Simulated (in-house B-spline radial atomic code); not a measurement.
# Se¹²⁺: density, ELF and screening along the radius

How do the shells of Se¹²⁺ show in real space, and how much do the settings move them?

The numbers are computed with in-house B-spline radial atomic code version 1 (several methods, spin-polarised, as named in each step; spherical all-electron atom at the radial basis limit), except any that are marked as measured or tabulated.

## (1) The atom as given

* element: selenium (Z = 34)
* charge: +12
* electrons: 22
* configuration: [Ar] 3d4
* nucleus: point (non-relativistic runs) or finite (X2C runs)

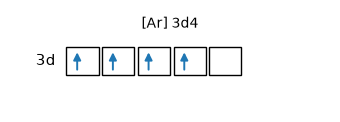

The shells outside the core, filled by Hund's rule for the drawing.

Where spins are not typed, each open shell is filled with up spins first.

## (2) LDA (VWN5), X2C, [Ar] 3d4

Input settings:

```ini
Z = 34
electrons = 22.0
configuration = [Ar] 3d4
hamiltonian = x2c
method = lda,vwn
spin_polarised = True
nucleus = fermi
rms_radius = 4.14
mass_number = 80
atomic_mass = 79.916521761
speed_of_light = 137.035999084
```

Run with:

```bash
python run_scf.py task.json out
```

The settings of every run stand in task.json; they run in order.

The program writes no log. Results of the run, from its result record (rounded, main fields):

```text
status: converged
scf [iteration, energy, orbital gradient]:
  - [1, -2342.53375931, 1.3]
  - [2, -2360.38207516, 0.629]
  - [3, -2362.91295303, 0.203]
  - [4, -2363.20738928, 0.0645]
  - [5, -2363.23596993, 0.024]
  - [6, -2363.24096271, 0.000615]
  - [7, -2363.24096502, 1.2e-05]
  - [8, -2363.24096502, 7.17e-07]
  - [9, -2363.24096502, 1.6e-08]
energy [hartree]: {"total": -2363.24096502, "kinetic": 2420.93921113, "nuclear": -5431.43488586, "coulomb": 721.17301116, "xc": -73.9183014573}
orbitals [hartree, bohr; first row names the columns]:
  - ["name", "occ", "eps", "<r>", "<r^2>", "<1/r>", "r_max"]
  - ["1s up", 1.0, -470.9542, 0.043742, 0.0025878, 35.274, 0.028372]
  - ["1s down", 1.0, -470.95032, 0.043741, 0.0025876, 35.275, 0.028372]
  - ["2s up", 1.0, -71.851786, 0.19566, 0.045172, 7.7568, 0.16471]
  - ["2s down", 1.0, -71.632807, 0.19533, 0.045017, 7.7723, 0.16453]
  - ["2p up", 3.0, -64.810705, 0.17092, 0.035748, 7.4861, 0.13165]
  - ["2p down", 3.0, -64.642717, 0.17055, 0.035584, 7.4997, 0.13148]
  - ["3s up", 1.0, -19.193852, 0.53548, 0.32744, 2.7162, 0.48529]
  - ["3s down", 1.0, -18.894057, 0.53802, 0.33059, 2.6982, 0.48647]
  - ["3p up", 3.0, -16.952873, 0.53473, 0.33116, 2.5817, 0.47682]
  - ["3p down", 3.0, -16.652217, 0.53797, 0.33523, 2.5624, 0.47833]
  - ["3d up", 4.0, -13.377729, 0.50739, 0.30448, 2.393, 0.40708]
sum_r [bohr^k]: {"-1": 161.4548, "1": 7.824021, "2": 4.184489}
radius_at_0.001 [bohr]: 1.554
radius_enclosing_fraction [bohr]: {"0.5": 0.3118, "0.9": 0.7033, "0.99": 1.041}
slater [hartree]:
  F0(3p up,3p up): 1.6831
  F2(3p up,3p up): 0.84961
  F0(3p up,3p down): 1.6781
  F2(3p up,3p down): 0.84727
  F0(3p up,3d up): 1.7209
  F2(3p up,3d up): 0.83783
  G1(3p up,3d up): 0.9695
  G3(3p up,3d up): 0.62197
  F0(3p down,3p down): 1.6732
  F2(3p down,3p down): 0.84498
  F0(3p down,3d up): 1.7155
  F2(3p down,3d up): 0.83499
  F0(3d up,3d up): 1.7885
  F2(3d up,3d up): 0.89475
  F4(3d up,3d up): 0.57167
```

It took 0.18 s on 1 thread, shared host.

radius_at_0.001 is where the density falls to 0.001 electrons per bohr³.

The record's radial tables, every 2nd point:

```csv
r (bohr),4πr²n (1/bohr),ELF,screened charge r·V (e),reduced gradient s,4πr²(n↑−n↓)
0.00462,6.768,0.9995,33.26,0.5541,-0.0004649
0.00651,11.24,0.9993,32.97,0.5240,-0.0007696
0.00918,17.80,0.9988,32.56,0.5172,-0.001213
0.0129,26.19,0.9976,32.02,0.5334,-0.001771
0.0182,35.15,0.9932,31.30,0.5755,-0.002342
0.0257,41.34,0.9728,30.36,0.6471,-0.002590
0.0363,41.31,0.8532,29.19,0.7344,-0.001330
0.0511,36.42,0.4700,27.77,0.7295,0.007810
0.0721,35.32,0.3040,26.01,0.4585,0.05919
0.102,44.02,0.5872,23.88,0.2942,0.2963
0.143,49.34,0.8018,21.57,0.4295,1.093
0.202,36.35,0.6295,19.22,0.6797,3.113
0.285,22.67,0.2126,16.93,0.5109,6.276
0.401,25.85,0.6121,14.69,0.2498,8.250
0.566,22.48,0.8208,12.94,0.5789,6.226
0.798,7.935,0.6372,12.17,1.334,2.286
1.12,0.9270,0.1063,12.01,3.805,0.3317
1.59,0.02249,0.0009274,12.00,17.33,0.01140
```

## (3) PBE, X2C, [Ar] 3d4

Changes to the settings of step 2:

```diff
@@ -4,3 +4,3 @@
 hamiltonian = x2c
-method = lda,vwn
+method = pbe,pbe
 spin_polarised = True
```

Results of the run:

```text
status: converged
iterations: 9
energy [hartree]: {"total": -2366.62301053, "kinetic": 2425.37638871, "nuclear": -5436.13337307, "coulomb": 721.489508703, "xc": -77.3555348775}
orbitals [hartree, bohr; first row names the columns]:
  - ["name", "occ", "eps", "<r>"]
  - ["1s up", 1.0, -471.75846, 0.043682]
  - ["1s down", 1.0, -471.75795, 0.043682]
  - ["2s up", 1.0, -71.943468, 0.19535]
  - ["2s down", 1.0, -71.730818, 0.19497]
  - ["2p up", 3.0, -64.833, 0.1708]
  - ["2p down", 3.0, -64.67444, 0.17038]
  - ["3s up", 1.0, -19.234283, 0.5346]
  - ["3s down", 1.0, -18.924689, 0.53726]
  - ["3p up", 3.0, -16.969497, 0.53437]
  - ["3p down", 3.0, -16.657284, 0.53783]
  - ["3d up", 4.0, -13.372388, 0.50776]
sum_r [bohr^k]: {"-1": 161.5999, "1": 7.820695, "2": 4.180442}
```

It took 0.19 s on 1 thread, shared host.

The record's radial tables, every 4th point:

```csv
r (bohr),4πr²n (1/bohr),ELF,screened charge r·V (e),reduced gradient s,4πr²(n↑−n↓)
0.00462,6.795,0.9995,33.26,0.5545,-0.0004636
0.00918,17.86,0.9988,32.56,0.5174,-0.001206
0.0182,35.23,0.9932,31.29,0.5759,-0.002305
0.0363,41.33,0.8529,29.19,0.7354,-0.001124
0.0721,35.30,0.3033,26.00,0.4577,0.05930
0.143,49.41,0.8027,21.57,0.4297,1.087
0.285,22.59,0.2109,16.93,0.5111,6.253
0.566,22.53,0.8212,12.94,0.5801,6.244
1.12,0.9238,0.1050,12.01,3.794,0.3313
```

## (4) Hartree-Fock, X2C, [Ar] 3d4

Changes to the settings of step 3:

```diff
@@ -4,3 +4,3 @@
 hamiltonian = x2c
-method = pbe,pbe
+method = hf
 spin_polarised = True
```

Results of the run:

```text
status: converged
iterations: 9
energy [hartree]: {"total": -2365.87173348, "kinetic": 2425.38645953, "nuclear": -5436.11338684, "coulomb": 720.597702388, "exact_exchange": -75.7425085604}
orbitals [hartree, bohr; first row names the columns]:
  - ["name", "occ", "eps", "<r>"]
  - ["1s up", 1.0, -480.86787, 0.043664]
  - ["1s down", 1.0, -480.86359, 0.043663]
  - ["2s up", 1.0, -75.356872, 0.19475]
  - ["2s down", 1.0, -74.986841, 0.19405]
  - ["2p up", 3.0, -67.672396, 0.17074]
  - ["2p down", 3.0, -67.312669, 0.16978]
  - ["3s up", 1.0, -20.665282, 0.53275]
  - ["3s down", 1.0, -20.056928, 0.53696]
  - ["3p up", 3.0, -18.109796, 0.53353]
  - ["3p down", 3.0, -17.364842, 0.53996]
  - ["3d up", 4.0, -14.210012, 0.50763]
sum_r [bohr^k]: {"-1": 161.5975, "1": 7.818399, "2": 4.174205}
```

Wall time 0.27 s (1 thread, shared host).

Fields along the radius, from the same record (one point in 4):

| r (bohr) | 4πr²n (1/bohr) | ELF | screened charge r·V (e) | reduced gradient s | 4πr²(n↑−n↓) |
| --- | --- | --- | --- | --- | --- |
| 0.00462 | 6.788 | 0.9995 | 33.26 | 0.5533 | -0.0003254 |
| 0.00919 | 17.88 | 0.9989 | 32.56 | 0.5166 | -0.0008450 |
| 0.0183 | 35.39 | 0.9932 | 31.28 | 0.5762 | -0.001572 |
| 0.0363 | 41.35 | 0.8540 | 29.19 | 0.7362 | 0.0001721 |
| 0.0722 | 35.26 | 0.3016 | 26.00 | 0.4559 | 0.06313 |
| 0.144 | 49.43 | 0.8057 | 21.52 | 0.4338 | 1.102 |
| 0.286 | 22.42 | 0.2066 | 16.91 | 0.5059 | 6.290 |
| 0.568 | 22.47 | 0.8220 | 12.92 | 0.5836 | 6.258 |
| 1.13 | 0.8387 | 0.09296 | 12.01 | 4.001 | 0.2891 |

## (5) BLYP, X2C, [Ar] 3d4

Changes to the settings of step 4:

```diff
@@ -4,3 +4,3 @@
 hamiltonian = x2c
-method = hf
+method = b88,lyp
 spin_polarised = True
```

Results of the run:

```text
status: converged
iterations: 9
energy [hartree]: {"total": -2367.06332136, "kinetic": 2425.8635663, "nuclear": -5436.67212887, "coulomb": 721.54433637, "xc": -77.7990951586}
orbitals [hartree, bohr; first row names the columns]:
  - ["name", "occ", "eps", "<r>"]
  - ["1s up", 1.0, -471.87161, 0.043681]
  - ["1s down", 1.0, -471.87075, 0.04368]
  - ["2s up", 1.0, -71.950591, 0.19537]
  - ["2s down", 1.0, -71.740921, 0.19501]
  - ["2p up", 3.0, -64.849642, 0.17078]
  - ["2p down", 3.0, -64.692277, 0.17038]
  - ["3s up", 1.0, -19.220159, 0.53476]
  - ["3s down", 1.0, -18.910485, 0.53735]
  - ["3p up", 3.0, -16.960196, 0.53448]
  - ["3p down", 3.0, -16.648713, 0.53781]
  - ["3d up", 4.0, -13.367595, 0.50783]
sum_r [bohr^k]: {"-1": 161.6159, "1": 7.821529, "2": 4.18286}
```

Wall time 0.19 s (1 thread, shared host).

Fields along the radius, from the same record (one point in 4):

| r (bohr) | 4πr²n (1/bohr) | ELF | screened charge r·V (e) | reduced gradient s | 4πr²(n↑−n↓) |
| --- | --- | --- | --- | --- | --- |
| 0.00462 | 6.796 | 0.9995 | 33.26 | 0.5545 | -0.0004465 |
| 0.00918 | 17.86 | 0.9988 | 32.56 | 0.5175 | -0.001163 |
| 0.0182 | 35.24 | 0.9932 | 31.29 | 0.5759 | -0.002236 |
| 0.0363 | 41.34 | 0.8528 | 29.19 | 0.7353 | -0.001139 |
| 0.0721 | 35.32 | 0.3035 | 26.00 | 0.4576 | 0.05929 |
| 0.143 | 49.40 | 0.8025 | 21.57 | 0.4299 | 1.090 |
| 0.285 | 22.61 | 0.2113 | 16.93 | 0.5106 | 6.258 |
| 0.566 | 22.50 | 0.8210 | 12.94 | 0.5804 | 6.232 |
| 1.12 | 0.9271 | 0.1055 | 12.01 | 3.783 | 0.3336 |

## (6) LDA (VWN5), X2C, [Ne] 3s2 3p5 3d4 4p1

Changes to the settings of step 5:

```diff
@@ -2,5 +2,5 @@
 electrons = 22.0
-configuration = [Ar] 3d4
+configuration = [Ne] 3s2 3p5 3d4 4p1
 hamiltonian = x2c
-method = b88,lyp
+method = lda,vwn
 spin_polarised = True
```

Results of the run:

```text
status: converged
iterations: 9
energy [hartree]: {"total": -2353.84554528, "kinetic": 2411.4811586, "nuclear": -5397.22125189, "coulomb": 704.94113366, "xc": -73.0465856597}
orbitals [hartree, bohr; first row names the columns]:
  - ["name", "occ", "eps", "<r>"]
  - ["1s up", 1.0, -471.97335, 0.043741]
  - ["1s down", 1.0, -471.92125, 0.043738]
  - ["2s up", 1.0, -72.719749, 0.19554]
  - ["2s down", 1.0, -72.452395, 0.19515]
  - ["2p up", 3.0, -65.705704, 0.17076]
  - ["2p down", 3.0, -65.48021, 0.17036]
  - ["3s up", 1.0, -19.826375, 0.53096]
  - ["3s down", 1.0, -19.399948, 0.53373]
  - ["3p up", 3.0, -17.588304, 0.52904]
  - ["3p down", 2.0, -17.159265, 0.53246]
  - ["3d up", 4.0, -14.034547, 0.49933]
  - ["4p up", 1.0, -7.6547468, 1.1781]
sum_r [bohr^k]: {"-1": 160.4494, "1": 8.393684, "2": 5.325976}
```

Run time: 0.19 s. Hardware: 1 thread, shared host.

Fields along the radius, from the same record (one point in 4):

```csv
r (bohr),4πr²n (1/bohr),ELF,screened charge r·V (e),reduced gradient s,4πr²(n↑−n↓)
0.00564,9.142,0.9994,33.11,0.5336,-0.0005489
0.0120,24.31,0.9980,32.16,0.5280,0.002937
0.0255,41.25,0.9744,30.41,0.6459,0.05871
0.0541,35.51,0.4090,27.55,0.7079,0.4519
0.115,47.10,0.6987,23.18,0.3181,1.367
0.244,26.95,0.3311,18.16,0.7055,5.139
0.519,23.23,0.7934,13.64,0.5062,9.505
1.10,2.068,0.1032,12.14,1.494,1.602
2.34,0.02445,0.01504,12.00,13.10,0.02444
```

## (7) Results

| run | total energy (hartree) | highest level (eV) | radius holding 50 / 90 / 99 % (bohr) | radius at n = 0.001 (bohr) | ELF minima on the full grid (bohr) |
| --- | --- | --- | --- | --- | --- |
| LDA (VWN5), X2C, [Ar] 3d4 | -2363.2410 | -364.03 | 0.312 / 0.703 / 1.04 | 1.55 | 0.072, 0.28 |
| PBE, X2C, [Ar] 3d4 | -2366.6230 | -363.88 | 0.312 / 0.703 / 1.04 | 1.55 | 0.072, 0.28 |
| Hartree-Fock, X2C, [Ar] 3d4 | -2365.8717 | -386.67 | 0.312 / 0.702 / 1.04 | 1.55 | 0.072, 0.29 |
| BLYP, X2C, [Ar] 3d4 | -2367.0633 | -363.75 | 0.312 / 0.703 / 1.04 | 1.56 | 0.072, 0.28 |
| LDA (VWN5), X2C, [Ne] 3s2 3p5 3d4 4p1 | -2353.8455 | -208.30 | 0.313 / 0.761 / 1.48 | 2.16 | 0.065, 0.29, 1.1 |

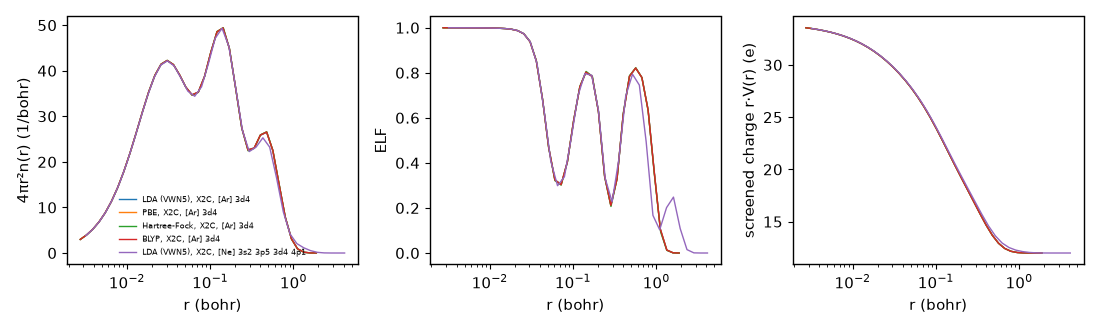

Radial density, ELF and screened nuclear charge of all runs.

In the first run ELF has 2 minima on the grid, which mark the borders between shells. On the record's full grid the screened charge (r times the electrostatic potential) falls from 33.9 near the nucleus to 12.00 at 1.9 bohr; far out it tends to the net charge, 12. The radius that holds 99 % of the electrons runs from 1.04 bohr (Hartree-Fock, X2C, [Ar] 3d4) to 1.48 bohr (LDA (VWN5), X2C, [Ne] 3s2 3p5 3d4 4p1). The grid is coarse (about 19 % a step), so the places of minima are rough. For X2C runs ELF uses the non-relativistic kinetic energy density, and the fields carry no picture-change correction.
